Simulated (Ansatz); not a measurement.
Input

```
crystal:
  lattice:
    - [5.7316940891, 0.0, 0.0]
    - [0.0, 5.7316940891, 0.0]
    - [0.0, 0.0, 5.7316940891]
  atoms:
    - { symbol: Cd, position: [0.2199694063, 0.2199694063, 0.2199694063] }
    - { symbol: Cd, position: [0.2199694063, 0.7800305937, 0.7800305937] }
    - { symbol: Cd, position: [0.7800305937, 0.7800305937, 0.2199694063] }
    - { symbol: Cd, position: [0.7800305937, 0.2199694063, 0.7800305937] }
    - { symbol: Sb, position: [0.5, 0.5, 0.5] }
    - { symbol: O, position: [0.0, 0.0, 0.0] }
basis:
  ecutwfc: 420
kpoints:
  mp_grid: { grid: [8, 8, 8] }
hamiltonian:
  xc: pbe
scf:
  occupations: { method: gaussian, width: 0.1 }
output:
  forces: true
  stress: true
  eigenvalues: true
  write_density: true
  write_potential: true
  elf: true
  volumetric_format: npy
relax:
  adjacent_minimum: "off"
  f_tol: 0.01
  max_steps: 80
  cell: { stress_tol: 0.05 }
```

Run with:

```sh
ansatz run input.yaml --threads 1 --pin off --max-ram 2560MiB --backend cpu --events-out ev --progress --plain --runs-dir out
```

Below, planes, directions and counts refer to the conventional cell (a = 5.73 Å, b = 5.73 Å, c = 5.73 Å, α = 90.00°, β = 90.00°, γ = 90.00°).

The fields are those of the relaxed geometry.

Space group P-43m; a structure generated by program, which may or may not match a known phase; computed without spin polarisation.

All numbers below come from DFT PBE, scalar-relativistic, plane waves, PAW (Ansatz).

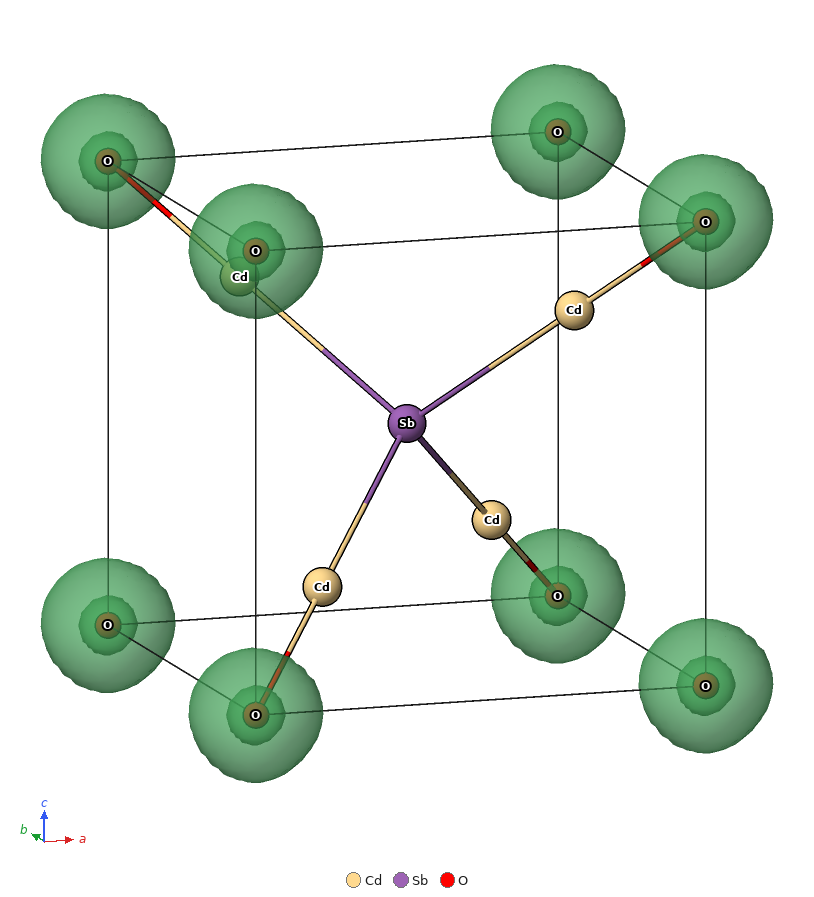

Cd₄SbO. Isosurface of the electron localisation function at 0.7 (green), seen slightly off an axis. Only the valence region is drawn (cores and ρ < 0.01 e/Å³ removed). Sticks mark near contacts.

Core electrons are frozen (PAW), and the valence fields are smoothed inside the atomic spheres.

### Identify the bonds, lone pairs and shells in this picture.

The ELF exceeds this value in one region wrapped around O (its valence shell), counted in one cell of 6 atoms. Regions shared between cells count once. Along the contacts the grid gives the following. Cd–O (2.18 Å): the ELF peaks at about 0.85 in the valence shell of O, 0.6 Å from its nucleus, and drops to about 0.15 between the two atoms: no shared electron pair shows on this line. Cd–Sb (2.78 Å): the ELF reaches about 0.55 near the midpoint.
